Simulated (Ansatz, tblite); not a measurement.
# SiH2Me(NCO) (C2H5NOSi): spin-state energies by level

Is the singlet the ground state of SiH2Me(NCO) (C2H5NOSi)? Other spin states are computed and compared level by level.

Method: as each input shows; program: Ansatz 0.2.0, Gaussian basis.

Levels to be run: triplet, at the geometry of the singlet (GFN1-xTB, GFN2-xTB, PBE0-D4/def2-TZVP, PBE-D4/def2-TZVP, r2SCAN-D4/def2-TZVP); the singlet's energies come from earlier runs.

## 1. The geometry

The geometry is that of the singlet, from an earlier relaxation (PBE-D4/def2-SVP).

10 atoms, charge 0, spin multiplicity 1.

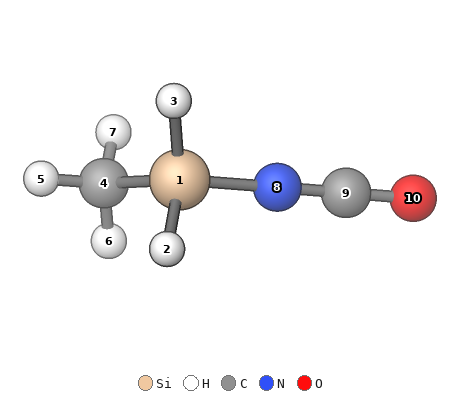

The structure; silicon light orange, hydrogen white, carbon grey, nitrogen blue, oxygen red; atoms are numbered from 1 in the order of the file.

## 2. Triplet at the fixed geometry, GFN1-xTB

Tight binding, by tblite at 300 K electronic temperature and without a spin-polarisation term:

```python
tblite.interface.Calculator('GFN1-xTB', numbers, positions, charge=0, uhf=2).singlepoint()
```

Energy -449.0604 eV; 0.025 s.

## 3. Triplet at the fixed geometry, GFN2-xTB

Tight binding, by tblite at 300 K electronic temperature and without a spin-polarisation term:

```python
tblite.interface.Calculator('GFN2-xTB', numbers, positions, charge=0, uhf=2).singlepoint()
```

Energy -418.4400 eV; 0.017 s.

## 4. Triplet at the fixed geometry, PBE0-D4/def2-TZVP

in.yaml

```yaml
crystal:
  periodic: [false, false, false]
  atoms:
    - {symbol: Si, position_ang: [0.684762, 0.029494, 0.455487]}
    - {symbol: H, position_ang: [0.728243, 0.001577, 1.958168]}
    - {symbol: H, position_ang: [2.089991, -0.025492, -0.076364]}
    - {symbol: C, position_ang: [-0.211507, 1.558946, -0.164665]}
    - {symbol: H, position_ang: [0.312745, 2.474650, 0.178217]}
    - {symbol: H, position_ang: [-1.250973, 1.590161, 0.218863]}
    - {symbol: H, position_ang: [-0.247445, 1.573950, -1.272375]}
    - {symbol: N, position_ang: [-0.146037, -1.397292, -0.081761]}
    - {symbol: C, position_ang: [-0.704398, -2.409097, -0.433628]}
    - {symbol: O, position_ang: [-1.255371, -3.396898, -0.781932]}
basis:
  gaussian: {orbitals: def2-TZVP}
magnetization: {spin_polarized: true, initial_magnetization: 2}
hamiltonian: {xc: pbe0, dispersion: d4}
scf: {omitted_lower_state_checks: [starts]}
output: {orbitals: {seedname: orbitals}}
```

Run with:

```console
> ansatz run in.yaml --threads 4 --pin off --events-out ev --progress --plain --max-ram 3916MiB
```

Output:

```text
Functional definition: PBE0
  name "PBE0"
  cite "Adamo & Barone, J. Chem. Phys. 110, 6158 (1999) doi:10.1063/1.478522"
  cite "Perdew, Burke & Ernzerhof, Phys. Rev. Lett. 77, 3865 (1996) doi:10.1103/PhysRevLett.77.3865"
  parent pbe
  parameter a = 0.25
  parameter kappa = 0.804
  parameter beta = 0.06672455060314922
  exchange = (1 - a)*pbe_x(kappa = kappa, mu = beta*pi^2/3) + a*exact_x
  correlation = pbe_c(beta = beta)
these checks for a lower state are left out or cut short: starts
1154 factors; their error is unknown
mean field evaluation 1: about -13544.5383 eV, gradient 5.2e1 eV
mean field evaluation 2: about -13510.6789 eV, gradient 9.2e1 eV
mean field evaluation 4: about -13554.6282 eV, gradient 2.1e1 eV
mean field evaluation 8: about -13557.4558 eV, gradient 1.2e0 eV
mean field evaluation 16: about -13557.6581 eV, gradient 6.1e-2 eV
mean field evaluation 32: about -13557.7103 eV, gradient 1.8e-2 eV
mean field -13557.71025720 eV, -498.2366622061 hartree, gradient 9.5e-6 eV, S^2 2.007087; 0 other end points of the search recorded, 0 dependent functions left out
reference -13557.71029151 eV, -498.2366634670 hartree; 24, 22 occupied and 167, 169 virtual orbitals, 1154 factors
Total energy: -13557.86752335 eV, -498.2424416303 hartree
Checks for a lower state left out: starts
```

Run time: 38 s. Hardware: 4 threads of Intel Xeon at 2.50GHz, shared host.

HOMO -2.13 eV, LUMO -5.65 eV (over both spins; with the spin held, an empty level of the minority spin lies below the top filled one); ⟨S²⟩ 2.007 (pure: 2.00).

## 5. Triplet at the fixed geometry, PBE-D4/def2-TZVP

start.molden holds the orbitals of an earlier run on this state, given as this run's starting guess.

in.yaml, as its differences from that of step 4:

```diff
@@ -14,5 +14,5 @@
 basis:
-  gaussian: {orbitals: def2-TZVP}
+  gaussian: {orbitals: def2-TZVP, initial_orbitals: start.molden}
 magnetization: {spin_polarized: true, initial_magnetization: 2}
-hamiltonian: {xc: pbe0, dispersion: d4}
+hamiltonian: {xc: pbe, dispersion: d4}
 scf: {omitted_lower_state_checks: [starts]}
```

Launched as before.

Output:

```text
Functional definition: PBE
  name "PBE"
  cite "Perdew, Burke & Ernzerhof, Phys. Rev. Lett. 77, 3865 (1996) doi:10.1103/PhysRevLett.77.3865"
  parent pbe
  parameter kappa = 0.804
  parameter beta = 0.06672455060314922
  exchange = pbe_x(kappa = kappa, mu = beta*pi^2/3)
  correlation = pbe_c(beta = beta)
these checks for a lower state are left out or cut short: starts
1138 factors; their error is unknown
mean field evaluation 1: about -13556.8906 eV, gradient 7.5e0 eV
mean field evaluation 2: about -13557.0858 eV, gradient 3.9e-1 eV
mean field evaluation 4: about -13557.0901 eV, gradient 2.7e-1 eV
mean field evaluation 8: about -13557.0907 eV, gradient 5.7e-3 eV
mean field evaluation 16: about -13557.0907 eV, gradient 2.5e-5 eV
mean field -13557.09066092 eV, -498.2138924628 hartree, gradient 3.0e-6 eV, S^2 2.003012; 0 other end points of the search recorded, 0 dependent functions left out
reference -13557.09070848 eV, -498.2138942104 hartree; 24, 22 occupied and 167, 169 virtual orbitals, 1138 factors
Total energy: -13557.27684853 eV, -498.2207347312 hartree
Checks for a lower state left out: starts
```

It took 17 s on 4 threads of Intel Xeon at 2.50GHz, shared host.

HOMO -1.17 eV, LUMO -6.95 eV (over both spins; with the spin held, an empty level of the minority spin lies below the top filled one); ⟨S²⟩ 2.003 (pure: 2.00).

## 6. Triplet at the fixed geometry, r2SCAN-D4/def2-TZVP

in.yaml, as its differences from that of step 5:

```diff
@@ -16,3 +16,3 @@
 magnetization: {spin_polarized: true, initial_magnetization: 2}
-hamiltonian: {xc: pbe, dispersion: d4}
+hamiltonian: {xc: r2scan, dispersion: d4}
 scf: {omitted_lower_state_checks: [starts]}
```

The command is unchanged.

Output, shortened:

```text
Functional definition: r2SCAN
  name "r2SCAN"
  cite "Furness, Kaplan, Ning, Perdew & Sun, J. Phys. Chem. Lett. 11, 8208 (2020) doi:10.1021/acs.jpclett.0c02405"
  cite "Furness, Kaplan, Ning, Perdew & Sun, J. Phys. Chem. Lett. 11, 9248 (2020) doi:10.1021/acs.jpclett.0c03077"
  parent r2scan
[...]
1138 factors; their error is unknown
[...]
mean field -13563.93848684 eV, -498.4655454238 hartree, gradient 6.9e-6 eV, S^2 2.007574; 0 other end points of the search recorded, 0 dependent functions left out
reference -13563.93850217 eV, -498.4655459870 hartree; 24, 22 occupied and 167, 169 virtual orbitals, 1138 factors
Total energy: -13563.98567417 eV, -498.4672795262 hartree
Checks for a lower state left out: starts
```

Wall time 25 s (4 threads of Intel Xeon at 2.50GHz, shared host).

Report: HOMO -1.28 eV, LUMO -6.55 eV (over both spins; with the spin held, an empty level of the minority spin lies below the top filled one); ⟨S²⟩ 2.008 (pure: 2.00).

## 7. Triplet less singlet, vertical

The singlet's energies are those of its earlier runs, whose logs aren't repeated here.

```tsv
level	triplet less singlet, vertical (kJ/mol)	time
GFN1-xTB	+593.5	0.045 s
GFN2-xTB	+554.5	0.03 s
PBE-D4/def2-TZVP	+599.5	21 s
r2SCAN-D4/def2-TZVP	+611.7	31 s
PBE0-D4/def2-TZVP	+621.1	44 s
```

Times add the two runs; a level without a time comes out of a correlated run. Tight binding without a spin term can't rank spin states.

## 8. Summary of results

| quantity | value |
| --- | --- |
| triplet less singlet, vertical, functionals in def2-TZVP | +599.5 (PBE-D4) to +621.1 kJ/mol (PBE0-D4) |

In words: All functionals put the triplet above the singlet, over a spread of 21.6 kJ/mol. The checks for a lower triplet were left out, so another state of that spin may lie lower. These are electronic energies, without zero-point motion, entropy or surroundings.
